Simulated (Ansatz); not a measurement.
**CH3ClFSi (charge −1): density, localisation and related maps**

| atom | x (Å) | y (Å) | z (Å) |
| --- | --- | --- | --- |
| C | 1.4174 | -0.4345 | -1.9489 |
| Cl | 1.5509 | 2.1852 | 0.3388 |
| F | 2.7802 | 2.1031 | -2.2476 |
| Si | 1.4370 | 1.2797 | -1.6929 |
| H | 0.4285 | -0.8988 | -2.0466 |
| H | 2.2175 | -1.1114 | -1.6337 |
| H | 0.2568 | 2.0325 | -2.2185 |

Geometry: PBE0-D3(BJ)/def2-SVPD.

These are results of isolated molecule in a Gaussian basis; Kohn-Sham density functional theory, functional PBE0 in Ansatz 0.2.0, not measurements.

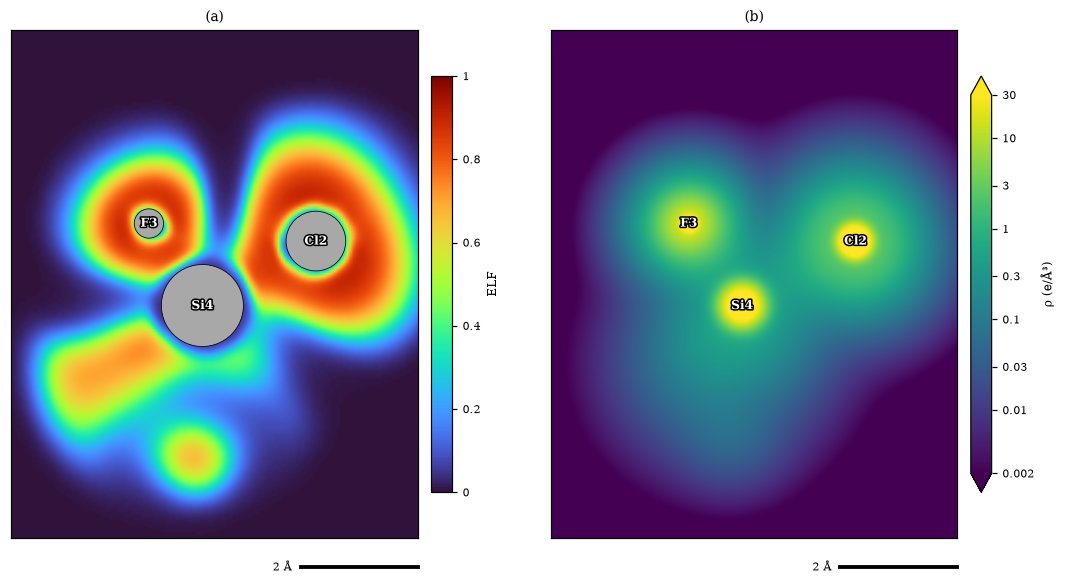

Figure 1. (a) electron localisation function; (b) electron density on the plane of atoms Cl2, Si4 and F3. Grey discs cover the atomic cores in the ELF map.

Q: Read the bonding off the picture.

A:
- Atoms in the plane: Cl, F and Si.
- Si–F (1.67 Å): ρ is about 0.99 e/Å³ halfway; the ELF peaks at about 0.85 in the valence shell of F, 0.6 Å from its nucleus, and is about 0.55 at the midpoint.
- Si–Cl (2.23 Å): ρ is about 0.65 e/Å³ halfway, with its minimum of 0.48 e/Å³ about 0.8 Å from Si; the ELF peaks at about 0.85 between the atoms (a polar covalent bond).
- The ELF also peaks beside Cl2 and F3, away from the bonds: lone-pair regions.

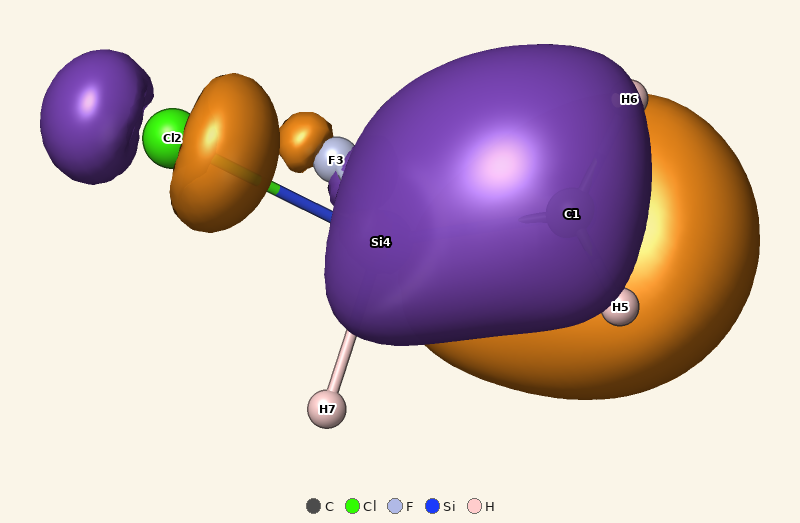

Figure 2. The HOMO at ±0.1 Å⁻³ᐟ² (orange and purple are the two phases), seen at a tilt.

Q: Where does this orbital lie, and at what energy?

A: Its weight (Hirshfeld) is mainly on C1 (about 60 %), Si4 (about 20 %) and Cl2 (about 5 %). Its energy is −0.54 eV.

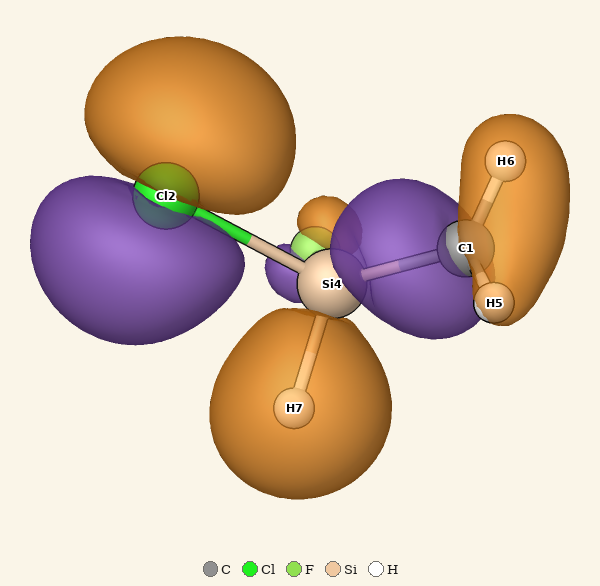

Figure 3. The HOMO−1 at ±0.08 Å⁻³ᐟ² (orange and purple are the two phases), seen at a tilt.

Q: Where does this orbital lie, and at what energy?

A: It lies mainly on Cl2 (about 60 %), Si4 (about 15 %), H7 (about 10 %) and C1 (about 10 %). Its energy is −3.79 eV.
